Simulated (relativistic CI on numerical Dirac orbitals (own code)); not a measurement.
**Bi XXXVIII (Bi³⁷⁺): levels and lines**

What are the lowest levels and the strongest lines of Bi³⁷⁺? One CI run answers it; further runs change one setting each.

Method: Dirac-Coulomb-Breit CI, KLI orbitals optimised for each configuration, model QED (radiative potential, 1s self-energy scaled to tabulated hydrogen-like ionisation energies). Code: relativistic CI on numerical Dirac orbitals (own code) version 4.

### Step 1. Starting point

```
ion                       : Bi³⁷⁺ (Bi XXXVIII)
nuclear charge            : 83
electrons                 : 46
isotope                   : A = 209
first configuration typed : [Kr] 4d10
```

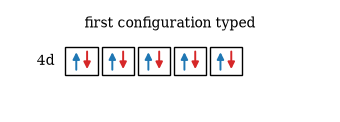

Outer shells as boxes.

### Step 2. CI with the chosen configurations

Input settings:

```ini
atom Bi  Z=83  charge=37  electrons=46
nucleus A=209  rms_radius_fm=5.5211
hamiltonian dirac-coulomb  breit=on  qed=on  c_scale=1
orbitals kli  potential=per-configuration
slater_scale 1
correlation none
mixing on
configurations
  [Kr] 4d10
  [Kr] 4d9 4f
  [Ar] 3d10 4s2 4p5 4d10 4f
  [Ar] 3d10 4s 4p6 4d10 4f
  [Kr] 4d9 5s
  [Kr] 4d9 5p
  [Kr] 4d9 5d
  [Ar] 3d10 4s2 4p5 4d10 5s
  [Kr] 4d9 5f
  [Ar] 3d10 4s2 4p5 4d10 5p
  [Kr] 4d9 5g
  [Kr] 4d9 6s
  [Ar] 3d10 4s2 4p5 4d10 5d
  [Ar] 3d10 4s 4p6 4d10 5s
  [Kr] 4d9 6p
  [Kr] 4d9 6d
  [Ar] 3d10 4s 4p6 4d10 5p
  [Ar] 3d10 4p6 4d10 4f2
  [Ar] 3d10 4p6 4d9 4f3
  [Ar] 3d10 4p5 4d10 4f3
  [Ar] 3d10 4p6 4d9 4f2 5s
  [Ar] 3d10 4p6 4d9 4f2 5p
  [Ar] 3d10 4p6 4d9 4f2 5d
end
```

Started as:

```console
> python run_levels.py task.json out
```

One command runs all members of the session, one after another, from task.json.

### Step 3. Slater integrals scaled by 0.9

The settings differ from step 2 so:

```diff
@@ -4,3 +4,3 @@
 orbitals kli  potential=per-configuration
-slater_scale 1
+slater_scale 0.9
 correlation none
```

### Step 4. Without the Breit term

The settings differ from step 3 so:

```diff
@@ -2,5 +2,5 @@
 nucleus A=209  rms_radius_fm=5.5211
-hamiltonian dirac-coulomb  breit=on  qed=on  c_scale=1
+hamiltonian dirac-coulomb  breit=off  qed=on  c_scale=1
 orbitals kli  potential=per-configuration
-slater_scale 0.9
+slater_scale 1
 correlation none
```

### Step 5. One common potential

The settings differ from step 4 so:

```diff
@@ -2,4 +2,4 @@
 nucleus A=209  rms_radius_fm=5.5211
-hamiltonian dirac-coulomb  breit=off  qed=on  c_scale=1
-orbitals kli  potential=per-configuration
+hamiltonian dirac-coulomb  breit=on  qed=on  c_scale=1
+orbitals kli  potential=mean
 slater_scale 1
```

(Steps that only read results are left out.)

Q: Predict the outcome of this session. Wanted: lowest level; first excitation; lowest level of the other parity; fastest E1 line; ionisation energy.

The runs gave:

| run | time | mean size of shift, levels followed (cm⁻¹) | lowest level | ionisation energy (eV) |
| --- | --- | --- | --- | --- |
| main run | 2.9 s | 0 | 4d10 1S0 | 1783.3 |
| Slater integrals scaled by 0.9 | 2.8 s | 3215 | 4d10 1S0 | 1783.3 |
| without the Breit term | 1.9 s | 5894 | 4d10 1S0 | 1784.2 |
| one common potential | 2.1 s | 1619 | 4d10 1S0 | - |

The tabulated theoretical ionisation energy (NIST) is 1784 eV.

```
                                                                         quantity                                       value
                                                                     lowest level                                    4d10 1S0
                                                                 first excitation                      4d9 4f 3P°0, 234.42 eV
                                                 lowest level of the other parity                      4d9 4f 3P°0, 234.42 eV
                                                              levels in the model                                        2650
fastest E1 line (by rate) to the lowest level among the lowest 190 of 2650 levels  1.413 nm, from 4d9 5f [4d5/2^5 5f7/2] J=1°
                                                                ionisation energy                                   1783.3 eV
                                  ionisation energy, tabulated theoretical (NIST)                                     1784 eV
```

The lowest level is 4d10 1S0, 100 % pure in LS and 100 % in jj coupling; over the low levels the means are 69 and 92 %, so jj coupling describes them better. The ionisation energy agrees with the tabulated theoretical value within its uncertainty of 4 eV. Of the changes tried, the run «without the Breit term» moves the low levels most, by 5894 cm⁻¹ on average. Lifetimes count radiative decay inside the model alone.
